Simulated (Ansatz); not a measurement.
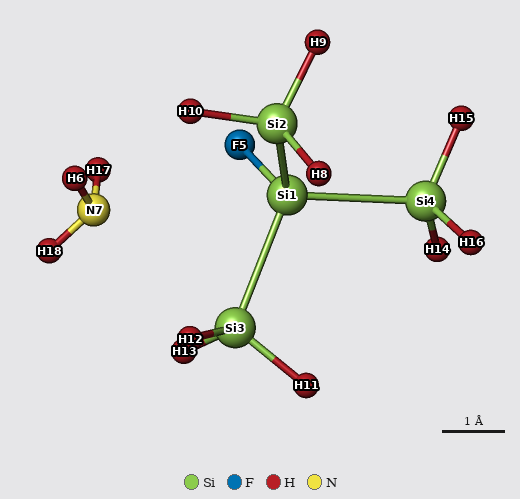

**Figure 1.** The structure (ball-and-stick view, seen at a tilt; atoms are numbered from 1 in the order of the input).

# Single-point calculation of Si4NH12F

The run: single-point calculation of Si4NH12F. Method and program: RKS PBE0-D4/def2-TZVPP (Ansatz 0.2.0).

The geometry is the reactant side of a reaction. The reaction was set up to form Si1–N7 and Si2–H6 and to break Si1–Si2 and H6–N7 (atoms counted from 1 in the order of the input); sticks are drawn by distance alone. The geometry comes from this level: PBE0-D4/def2-TZVP.

The program's output
```
Functional definition: PBE0
  name "PBE0"
  cite "Adamo & Barone, J. Chem. Phys. 110, 6158 (1999) doi:10.1063/1.478522"
  cite "Perdew, Burke & Ernzerhof, Phys. Rev. Lett. 77, 3865 (1996) doi:10.1103/PhysRevLett.77.3865"
  parent pbe
  parameter a = 0.25
  parameter kappa = 0.804
  parameter beta = 0.06672455060314922
  exchange = (1 - a)*pbe_x(kappa = kappa, mu = beta*pi^2/3) + a*exact_x
  correlation = pbe_c(beta = beta)
2183 factors; their error is unknown
mean field evaluation 1: about -35892.8813 eV, gradient 6.1e1 eV
mean field evaluation 2: about -35885.7154 eV, gradient 8.4e1 eV
mean field evaluation 4: about -35899.4443 eV, gradient 3.9e0 eV
mean field evaluation 8: about -35899.4723 eV, gradient 4.7e-2 eV
mean field evaluation 16: about -35899.5476 eV, gradient 2.7e-5 eV
mean field -35899.54760946 eV, -1319.2840410604 hartree, gradient 2.7e-5 eV, S^2 0.000000; 0 other end points of the search recorded, 0 dependent functions left out
reference -35899.54765587 eV, -1319.2840427658 hartree; 42, 42 occupied and 356, 356 virtual orbitals, 2183 factors
Total energy: -35899.98544845 eV, -1319.3001313466 hartree
```

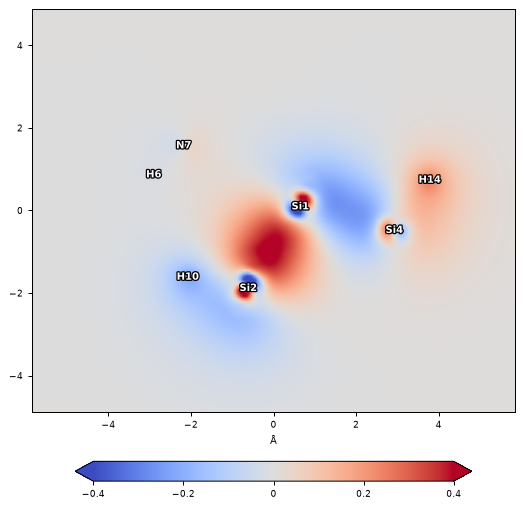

**Figure 2.** The HOMO−1 on the plane of atoms Si2, Si1 and Si4 (values in Å⁻³ᐟ²; the overall sign is arbitrary). Its weight (Hirshfeld) is mainly on Si1 (30 %), Si2 (30 %), Si4 (10 %) and Si3 (10 %). Its energy is −7.63 eV.

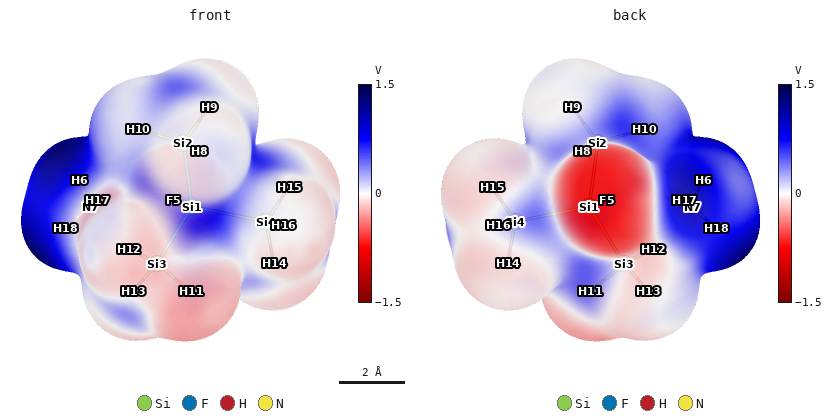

**Figure 3.** The electrostatic potential painted on the density surface at 0.001 e/bohr³, seen face on and from behind; red is negative and blue positive.

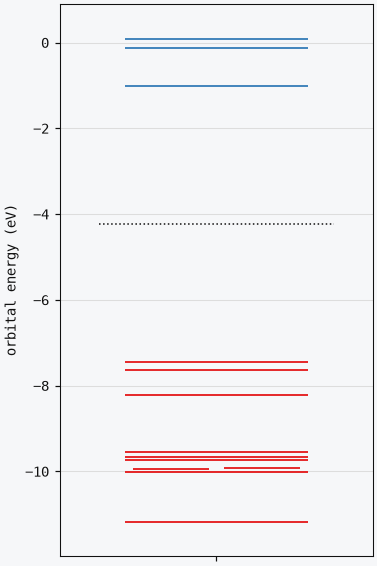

**Figure 4.** Orbital energies near the frontier; the dotted line parts filled from empty levels, and levels within 0.02 eV of each other stand side by side. Highest filled −7.45 eV, lowest empty −1.01 eV, 6.44 eV apart.

This output came from the following input.

The input
```yaml
crystal:
  periodic: [false, false, false]
  atoms:
    - {symbol: Si, position_ang: [-0.057196, 0.052013, 0.671367]}
    - {symbol: Si, position_ang: [2.184829, -0.161596, 0.024782]}
    - {symbol: Si, position_ang: [-1.342661, 0.822952, -1.130374]}
    - {symbol: Si, position_ang: [-0.176020, 1.584059, 2.445028]}
    - {symbol: F, position_ang: [-0.600974, -1.372971, 1.235317]}
    - {symbol: H, position_ang: [0.248895, -2.353418, -2.028919]}
    - {symbol: N, position_ang: [-0.637198, -2.062581, -1.634667]}
    - {symbol: H, position_ang: [2.617413, 1.152899, -0.526003]}
    - {symbol: H, position_ang: [3.067023, -0.505429, 1.173470]}
    - {symbol: H, position_ang: [2.367550, -1.196572, -1.029757]}
    - {symbol: H, position_ang: [-1.678847, 2.257645, -0.871375]}
    - {symbol: H, position_ang: [-0.605296, 0.777999, -2.418158]}
    - {symbol: H, position_ang: [-2.629073, 0.085163, -1.226144]}
    - {symbol: H, position_ang: [-1.584675, 1.820794, 2.863519]}
    - {symbol: H, position_ang: [0.602436, 1.126615, 3.628392]}
    - {symbol: H, position_ang: [0.398723, 2.872785, 1.967634]}
    - {symbol: H, position_ang: [-0.819178, -2.641294, -0.823485]}
    - {symbol: H, position_ang: [-1.355451, -2.259066, -2.320728]}
basis:
  gaussian: {orbitals: def2-TZVPP}
hamiltonian: {xc: pbe0, dispersion: d4}
output: {orbitals: {seedname: orbitals}}
```

Launch command:
```bash
ansatz run in.yaml --threads 4 --pin off --events-out ev --progress --plain --max-ram 66560MiB --backend cuda --devices 0, --max-vram 37GiB
```

Key numbers

```json
{"quantity": "outcome", "value": "converged"}
{"quantity": "total energy", "value": "−35899.9854 eV"}
{"quantity": "mean-field energy", "value": "−35899.5477 eV"}
{"quantity": "dispersion energy", "value": "−0.4378 eV"}
{"quantity": "SCF solution under orbital rotations", "value": "stable"}
{"quantity": "HOMO", "value": "−7.45 eV"}
{"quantity": "LUMO", "value": "−1.01 eV"}
{"quantity": "hardware", "value": "4 CPU threads, shared host"}
{"quantity": "wall time", "value": "3.3 s (CPU time 4.1 s)"}
{"quantity": "peak memory", "value": "0.9 GiB"}
```
